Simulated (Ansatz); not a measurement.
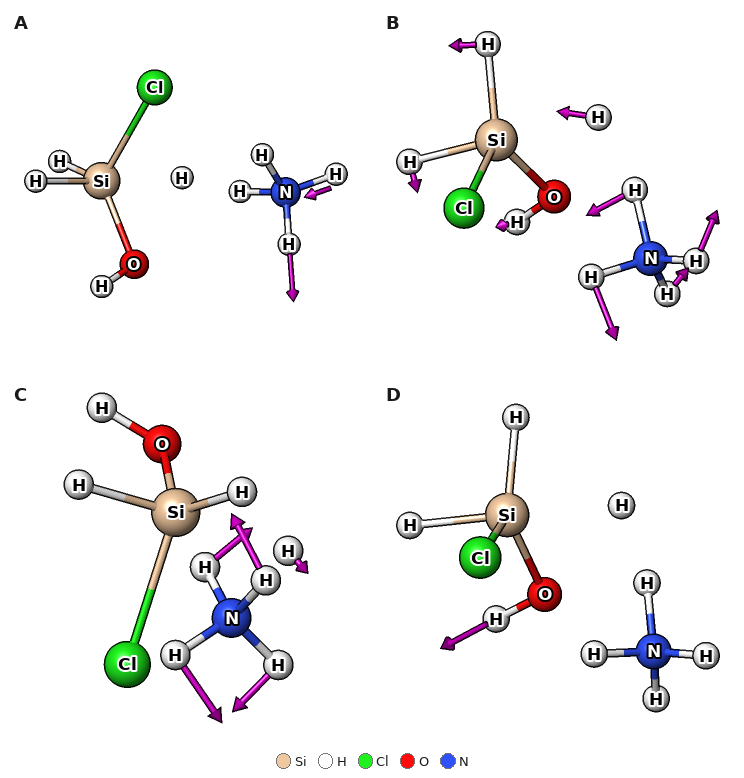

4 normal modes of one molecule or complex, as arrows. Harmonic vibrations computed with RKS PBE0-D4/def2-SVP (Ansatz 0.2.0) at a stationary point of the same level. It is a saddle point of order 2.

### Match the panels to the wavenumbers 476 cm⁻¹, 1644 cm⁻¹, 3689 cm⁻¹, 3864 cm⁻¹.

A: 3689 cm⁻¹, out-of-phase stretching of 2 N–H bonds
B: 476 cm⁻¹
C: 1644 cm⁻¹, H–N–H bending
D: 3864 cm⁻¹, O–H stretching
